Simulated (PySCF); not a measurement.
# SiH2(NHiPr)2: geometry, NMR shifts, electronic excitations and core binding energies, part 2 of 2

PySCF 2.14.0. Atoms count from 0. The steps go on from the part before.

## (5) NMR shieldings: KT2/pcSseg-1

What the job is given:

```
{"job": {"kind": "nmr", "xc": "KT2", "basis": "pcSseg-1", "pop": false}, "charge": 0, "multiplicity": 1}
Si     0.271335    -0.005371     0.167088
H      0.399538     0.235300     1.641578
H      1.664143    -0.246713    -0.334565
N     -0.416873     1.274977    -0.780883
C      0.157016     2.544617    -1.195816
C      1.607990     2.390720    -1.626732
C      0.011590     3.625330    -0.125737
H     -1.423289     1.339042    -0.650953
H     -0.406525     2.881772    -2.087080
H      2.257335     2.134469    -0.773994
H      1.981089     3.332591    -2.055485
H      1.712477     1.597567    -2.381386
H      0.584960     3.354822     0.776220
H      0.375852     4.601520    -0.484098
H     -1.041980     3.746229     0.171358
N     -0.876138    -1.287942    -0.058447
C     -1.015220    -2.550757     0.649767
C     -0.822326    -2.380125     2.149045
C     -0.089275    -3.631622     0.094331
H     -1.172350    -1.364936    -1.027990
H     -2.056482    -2.894711     0.499254
H      0.218248    -2.114628     2.395673
H     -1.057392    -3.318664     2.672770
H     -1.475678    -1.587829     2.542852
H      0.965768    -3.352896     0.250597
H     -0.263297    -4.604670     0.581266
H     -0.243088    -3.763700    -0.988236
```

Level: GIAO KT2/pcSseg-1 NMR shielding, non-relativistic, gas phase.

What it wrote:

```text
coarse grid: 21424 points
cycle   1  E = -646.7351427028  dE =  4.683e-01  |g| = 7.789e-01  |ddm| = 4.407e+00
cycle   2  E = -646.4671461940  dE =  2.680e-01  |g| = 1.287e+00  |ddm| = 2.331e+00
cycle   3  E = -646.8882654736  dE = -4.211e-01  |g| = 1.671e-01  |ddm| = 1.742e+00
cycle   4  E = -646.8947208075  dE = -6.455e-03  |g| = 5.090e-02  |ddm| = 2.368e-01
cycle   5  E = -646.8953079261  dE = -5.871e-04  |g| = 9.569e-03  |ddm| = 5.169e-02
cycle   6  E = -646.8953252122  dE = -1.729e-05  |g| = 5.071e-03  |ddm| = 1.299e-02
cycle   7  E = -646.8953312478  dE = -6.036e-06  |g| = 4.735e-04  |ddm| = 4.326e-03
final grid: 197856 points
cycle   8  E = -646.8973726737  dE = -3.238e-04  |g| = 2.189e-02  |ddm| = 6.536e-02
cycle   9  E = -646.8971839280  dE =  1.887e-04  |g| = 3.437e-02  |ddm| = 5.251e-02
cycle  10  E = -646.8974687072  dE = -2.848e-04  |g| = 4.311e-03  |ddm| = 3.897e-02
cycle  11  E = -646.8974721415  dE = -3.434e-06  |g| = 1.564e-03  |ddm| = 5.886e-03
cycle  12  E = -646.8974727407  dE = -5.992e-07  |g| = 1.558e-04  |ddm| = 1.530e-03
cycle  13  E = -646.8974727445  dE = -3.781e-09  |g| = 7.860e-05  |ddm| = 1.882e-04
cycle  14  E = -646.8974727460  dE = -1.472e-09  |g| = 1.189e-05  |ddm| = 6.967e-05
cycle  15  E = -646.8974727460  dE = -3.297e-11  |g| = 5.455e-06  |ddm| = 1.928e-05
converged SCF energy = -646.8974727460

GIAO shielding tensors (ppm)
atom      isotropic    diamagn.    paramagn.     s11        s22        s33       span
  0 Si     418.226     888.567    -470.341    383.825    408.723    462.131     78.307
  1 H       25.570      34.407      -8.837     21.009     26.441     29.259      8.250
  2 H       25.575      34.375      -8.800     21.016     26.451     29.259      8.243
  3 N      204.613     329.327    -124.714    161.717    191.393    260.729     99.012
  4 C      132.879     239.672    -106.793    114.669    127.901    156.067     41.398
  5 C      156.901     249.337     -92.436    141.646    150.228    178.830     37.185
  6 C      152.280     248.305     -96.024    132.978    141.242    182.621     49.643
  7 H       31.067      38.175      -7.108     22.434     31.716     39.051     16.617
  8 H       27.877      29.610      -1.733     23.864     26.739     33.028      9.164
  9 H       30.014      31.971      -1.957     26.858     29.456     33.730      6.872
 10 H       30.035      27.806       2.229     26.089     27.866     36.151     10.062
 11 H       29.738      31.416      -1.679     25.931     27.968     35.314      9.383
 12 H       30.128      30.795      -0.667     27.714     29.009     33.661      5.946
 13 H       30.016      27.130       2.886     25.716     27.638     36.694     10.978
 14 H       30.002      29.937       0.064     26.596     28.076     35.333      8.738
 15 N      204.570     329.277    -124.707    162.374    191.094    260.241     97.867
 16 C      132.826     239.682    -106.857    114.593    127.822    156.061     41.468
 17 C      156.985     249.257     -92.272    141.566    150.503    178.887     37.321
 18 C      152.204     248.297     -96.093    132.931    141.116    182.565     49.634
 19 H       31.044      38.144      -7.100     22.434     31.684     39.015     16.582
 20 H       27.882      29.623      -1.741     23.880     26.746     33.022      9.142
 21 H       29.994      31.963      -1.969     26.805     29.465     33.713      6.908
 22 H       30.038      27.790       2.249     26.083     27.879     36.153     10.070
 23 H       29.749      31.409      -1.660     25.953     27.965     35.331      9.379
 24 H       30.132      30.784      -0.652     27.717     29.016     33.664      5.946
 25 H       30.009      27.115       2.894     25.708     27.626     36.692     10.984
 26 H       29.995      29.924       0.071     26.590     28.074     35.320      8.730
```

It took 1.9 min on 1 thread of Intel Xeon at 2.70GHz, shared host; peak memory 1.1 GiB.

In short: δ C4 50.4, C5 28.6, Si0 -57.2, N3 59.7, H1 5.61, H8 3.30 ppm (means over like atoms).

## (6) Core-electron binding energies: SCAN, X2C

Same as in step 5 but for these lines:

```diff
@@ -1,2 +1,2 @@
-{"job": {"kind": "nmr", "xc": "KT2", "basis": "pcSseg-1", "pop": false}, "charge": 0, "multiplicity": 1}
+{"job": {"kind": "xps", "metal_2p": true}, "charge": 0, "multiplicity": 1}
 Si     0.271335    -0.005371     0.167088
```

Method: delta-SCF UKS SCAN, pcX-2 on the ionised atom (unc-x2c-TZVPall on a metal), pcseg-1 elsewhere, spin-free X2C.

What it wrote:

```text
ground state, core basis on atom 0 (Si), 262 functions
  cycle   1  E = -638.90930865  |g| = 7.76e-01
  cycle   2  E = -638.73905632  |g| = 1.11e+00
  cycle   3  E = -639.05789909  |g| = 1.39e-01
  cycle   4  E = -639.06226253  |g| = 4.82e-02
  cycle   5  E = -639.06282415  |g| = 1.04e-02
  cycle   6  E = -639.06284546  |g| = 4.76e-03
  cycle   7  E = -639.06285121  |g| = 1.05e-03
  cycle   8  E = -639.06285366  |g| = 1.78e-04
  E(ground) = -639.07691618 Eh
hole in Si 1s of atom 0
  cycle   1  E = -570.14177180  |g| = 4.35e+00
  cycle   2  E = -570.06924054  |g| = 2.23e+00
  cycle   3  E = -570.74939674  |g| = 8.73e-01
  cycle   4  E = -571.14926492  |g| = 3.23e-01
  cycle   5  E = -571.19007417  |g| = 1.45e-01
  cycle   6  E = -571.20039795  |g| = 3.44e-02
  cycle   7  E = -571.20080334  |g| = 1.49e-02
  cycle   8  E = -571.20091178  |g| = 3.75e-03
  cycle   9  E = -571.20091921  |g| = 7.70e-04
  cycle  10  E = -571.20091871  |g| = 2.61e-04
  E(ion) = -571.22264184 Eh   <S^2> = 0.7521   hole on atom = 1.000   binding energy = 1846.409 eV
hole in Si 2p of atom 0
  cycle   1  E = -634.80451722  |g| = 1.24e+00
  cycle   2  E = -634.58353846  |g| = 1.20e+00
  cycle   3  E = -635.07035437  |g| = 3.34e-01
  cycle   4  E = -635.12492286  |g| = 1.32e-01
  cycle   5  E = -635.13197172  |g| = 5.42e-02
  cycle   6  E = -635.13344474  |g| = 1.06e-02
  cycle   7  E = -635.13348633  |g| = 4.88e-03
  cycle   8  E = -635.13349817  |g| = 9.12e-04
  cycle   9  E = -635.13349893  |g| = 2.38e-04
  E(ion) = -635.15834264 Eh   <S^2> = 0.7518   hole on atom = 1.003   binding energy = 106.630 eV
  2p3/2 = 106.440 eV   2p1/2 = 107.064 eV
ground state, core basis on atom 3 (N), 251 functions
  cycle   1  E = -638.97472448  |g| = 7.65e-02
  cycle   2  E = -638.97468968  |g| = 2.96e-02
  cycle   3  E = -638.97467695  |g| = 3.15e-02
  cycle   4  E = -638.97488494  |g| = 5.51e-03
  cycle   5  E = -638.97489133  |g| = 7.01e-04
  cycle   6  E = -638.97489227  |g| = 2.91e-04
  E(ground) = -639.02855793 Eh
hole in N 1s of atom 3
  cycle   1  E = -623.41665612  |g| = 1.87e+00
  cycle   2  E = -621.78203728  |g| = 2.50e+00
  cycle   3  E = -623.96187935  |g| = 6.02e-01
  cycle   4  E = -624.03253651  |g| = 4.55e-01
  cycle   5  E = -624.12867559  |g| = 1.16e-01
  cycle   6  E = -624.13447308  |g| = 3.23e-02
  cycle   7  E = -624.13495885  |g| = 8.55e-03
  cycle   8  E = -624.13499878  |g| = 2.45e-03
  cycle   9  E = -624.13500139  |g| = 1.19e-03
  cycle  10  E = -624.13500153  |g| = 4.31e-04
  E(ion) = -624.18740961 Eh   <S^2> = 0.7650   hole on atom = 1.000   binding energy = 403.848 eV
ground state, core basis on atom 4 (C), 251 functions
  cycle   1  E = -638.96232885  |g| = 5.68e-02
  cycle   2  E = -638.96233082  |g| = 1.09e-02
  cycle   3  E = -638.96231822  |g| = 1.32e-02
  cycle   4  E = -638.96236059  |g| = 1.74e-03
  cycle   5  E = -638.96236297  |g| = 5.13e-04
  cycle   6  E = -638.96236376  |g| = 5.46e-05
  E(ground) = -639.01730853 Eh
hole in C 1s of atom 4
  cycle   1  E = -627.68550290  |g| = 1.52e+00
  cycle   2  E = -624.56995751  |g| = 2.71e+00
  cycle   3  E = -627.86952754  |g| = 8.82e-01
  cycle   4  E = -628.18883666  |g| = 4.03e-01
  cycle   5  E = -628.25125426  |g| = 1.20e-01
  cycle   6  E = -628.25681542  |g| = 2.59e-02
  cycle   7  E = -628.25712073  |g| = 1.16e-02
  cycle   8  E = -628.25719151  |g| = 5.03e-03
  cycle   9  E = -628.25720553  |g| = 2.23e-03
  cycle  10  E = -628.25721080  |g| = 1.26e-03
  cycle  11  E = -628.25721081  |g| = 4.84e-04
  E(ion) = -628.31122744 Eh   <S^2> = 0.7722   hole on atom = 1.000   binding energy = 291.327 eV
ground state, core basis on atom 5 (C), 251 functions
  cycle   1  E = -638.96020708  |g| = 5.78e-02
  cycle   2  E = -638.96016515  |g| = 2.18e-02
  cycle   3  E = -638.96019052  |g| = 1.95e-02
  cycle   4  E = -638.96028046  |g| = 9.30e-04
  cycle   5  E = -638.96028210  |g| = 2.65e-04
  E(ground) = -639.01533315 Eh
hole in C 1s of atom 5
  cycle   1  E = -627.72893021  |g| = 1.51e+00
  cycle   2  E = -624.95915395  |g| = 2.36e+00
  cycle   3  E = -627.95991434  |g| = 7.88e-01
  cycle   4  E = -628.22998551  |g| = 3.58e-01
  cycle   5  E = -628.28373007  |g| = 1.24e-01
  cycle   6  E = -628.28995573  |g| = 4.43e-02
  cycle   7  E = -628.29083547  |g| = 1.48e-02
  cycle   8  E = -628.29092211  |g| = 5.42e-03
  cycle   9  E = -628.29093740  |g| = 2.00e-03
  cycle  10  E = -628.29094076  |g| = 9.21e-04
  cycle  11  E = -628.29094044  |g| = 3.76e-04
  E(ion) = -628.34512974 Eh   <S^2> = 0.7679   hole on atom = 1.000   binding energy = 290.351 eV
```

Wall time 2.4 min (1 thread of Intel Xeon at 2.70GHz, shared host); peak memory 1.1 GiB.

Binding energies by hole, beside the orbital energy of the ground state; the difference holds orbital relaxation and, for a density functional, its self-interaction error:

```
       hole        stands for                  environment  ΔSCF (eV; 2p as the shell's mean)  −ε (eV)   ⟨S²⟩
Si1s on Si0               Si0   silicon bonded to 2 N, 2 H                            1846.41   1793.2  0.752
Si2p on Si0               Si0   silicon bonded to 2 N, 2 H                             106.65     96.0  0.752
  N1s on N3           N3, N15  nitrogen bonded to C, Si, H                             403.85    385.2  0.765
  C1s on C4           C4, C16   carbon bonded to 2 C, N, H                             291.33    274.5  0.772
  C1s on C5  C5, C6, C17, C18      carbon bonded to C, 3 H                             290.35    273.3  0.768
```

Each hole run stands for the others of its class of like atoms.

With the spin-orbit splitting: Si0 2p3/2 106.44, 2p1/2 107.06 eV. The table gives each 2p level as the mean over the whole 2p shell (two parts 2p3/2, one part 2p1/2), which differs a little from the single hole in the log.

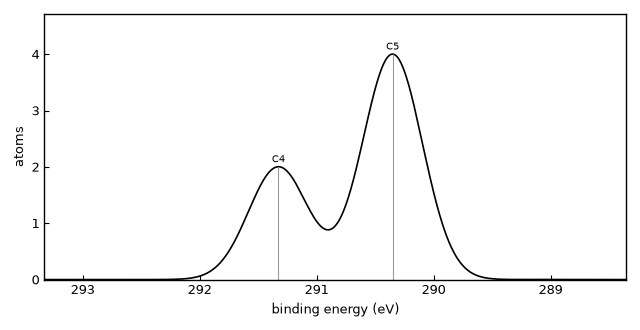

The C1s photoelectron lines, weighted by the number of atoms. Lines are broadened to a width of 0.60 eV (Gaussian).

## (7) Run by run: NMR shifts

Shifts (ppm) of some atoms, chosen among heavy atoms and hydrogens apart, means over like atoms, with basis size and wall time:

```
          run    C4    C5    H1    H8     H7    Si0    N3  functions     time
PBE0/pcSseg-1  46.9  28.1  5.25  3.06  -0.01  -53.5  53.8        250  2.1 min
 KT2/pcSseg-1  50.4  28.6  5.61  3.30   0.12  -57.2  59.7        250  1.9 min
```

## (8) What came out

What follows sums up all 2 parts.

| quantity | value |
| --- | --- |
| point group | C2 |
| rotational constants (main isotopes) | 3.24, 0.53, 0.50 GHz |
| 13C shifts against TMS (PBE0/pcSseg-1, means over atoms taken as alike) | 46.9, 28.1 ppm |
| 1H shifts against TMS (PBE0/pcSseg-1, means over atoms taken as alike) | 5.25, 3.06, 1.14, -0.01 ppm |
| 29Si shifts against TMS (PBE0/pcSseg-1) | -53.5 ppm |
| 15N shifts against NH3 (PBE0/pcSseg-1, means over atoms taken as alike) | 53.8 ppm |
| surface potential, least and greatest | -0.95 V and 1.17 V |
| lowest singlet (CAM-B3LYP/def2-SVPD) | 6.15 eV (202 nm), f = 0.001 |
| brightest single state of those computed | state 7, 7.26 eV, f = 0.030 |
| lowest triplet | 5.93 eV |
| C1s binding energies, SCAN/pcX-2 | C4 291.33, C5 290.35 eV |
| Si1s binding energies, SCAN/pcX-2 | Si0 1846.41 eV |
| Si2p binding energies, SCAN/pcX-2 | Si0 106.65 eV |
| N1s binding energies, SCAN/pcX-2 | N3 403.85 eV |
| range of the shift of N3 | 53.8 to 59.7 ppm |

What this shows: The start was shaken at random, so part of the energy gained undoes that. The optimisation took 11 steps and gained 1.537 eV; among the close pairs (by a distance rule), Si0–H2 changed most, from 1.355 to 1.500 Å. No frequency check was run at this level, so the end point may be a saddle. At PBE0/pcSseg-1: Shielding is most anisotropic at N3, N15 (span 96 ppm, paramagnetic term -117 ppm). The first singlet state (HOMO−1→LUMO 0.36, HOMO→LUMO+1 0.17) lies at 6.15 eV and is dark; of the 10 states computed, the strongest absorption comes from states 7 to 8 together at 7.26 eV. The lowest triplet lies 0.22 eV below the lowest singlet (triplets in Tamm-Dancoff, singlets in full TDDFT). The C1s levels kept as sound span 0.98 eV, from C5 (carbon bonded to C, 3 H) up to C4 (carbon bonded to 2 C, N, H). Across the 2 runs the shift of N3 (with its like atoms) moves most, between 53.8 (PBE0/pcSseg-1) and 59.7 ppm (KT2/pcSseg-1).
